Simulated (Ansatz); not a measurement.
The relaxed structure here is a generated cell of CdS: the first start was made by placing the elements on the sites of a structure type, and the end was not matched to a known phase here, so it may be hypothetical. Known forms of CdS include space group No. 186, 216.

One stationary structure of CdS. Space group P-6m2 (No. 187), AFLOW prototype AB_hP2_187_d_a (B_h, as in WC). Level of theory: r2SCAN (plane waves to 500 eV, PAW, scalar-relativistic; Ansatz, a quantum-chemistry and plane-wave program).

```xyz
2
Lattice="3.7497 0.0000 0.0000 -1.8749 3.2474 0.0000 0.0000 0.0000 3.4346" Properties=species:S:1:pos:R:3 pbc="T T T"
Cd     0.0000     0.0000     0.0000
S      0.0000     2.1649     1.7173
```

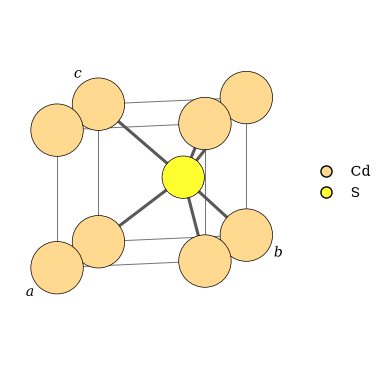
Figure. The conventional cell of the relaxed structure

For CdS, the volume per atom comes out as 20.91 Å³ and the band gap comes out as 0.11 eV, indirect (valence top at K, conduction bottom at L) (no spin-orbit coupling). The smallest direct gap is 0.65 eV at L and the shortest distances is Cd–S 2.76 Å; S–S 3.43 Å; Cd–Cd 3.43 Å. The k-mesh is 10×10×10.

Band energies at high-symmetry points (eV from the VBM; labels of this space group; no spin-orbit coupling), from −5 eV up to 2.0 eV:

```tsv
point	energies
Γ	-1.37 -0.84 -0.84 0.32
M	-2.18 -0.16
K	-4.05 0.00
A	-0.36 -0.36
L	-4.06 -3.65 -0.54 0.11
H	-3.61 -3.50 -1.62 0.62
```

No spin polarisation in the result.

The run could not lower the symmetry of its start; a shaken copy of this end point relaxes with r2SCAN to F-43m (No. 216), 300 meV/atom lower.
